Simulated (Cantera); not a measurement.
A closed system holds: 1 mol Si2Cl6, 0.0041 mol Cl2, 41 mol N2, 3.3 mol HCl, equilibrated at 0.100 bar.

Equilibrium computed with Cantera from the NASA thermochemical tables; the gas is ideal and each condensed phase is pure. Candidate condensed phases: NH4Cl, Si, Si3N4; 28 gas species. The feed counts by its element totals alone. N2 is the only nitrogen source here; it is nearly inert below about 1500 K, so the nitride shown seldom forms there in practice. The tables' values for SiCl3 are old estimates; treat these amounts as uncertain. Kinetics and transport are ignored.

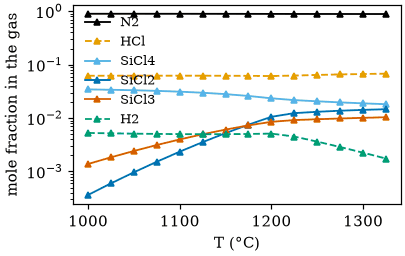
Fig. 1. Equilibrium gas composition (values under 1e-9 drawn at 1e-9)

Problem. Read off the mole fractions at 1300 °C.

Solution. N2 about 0.89, HCl about 0.067, SiCl4 about 0.019, SiCl2 about 0.014, SiCl3 about 0.010, H2 about 0.0023.
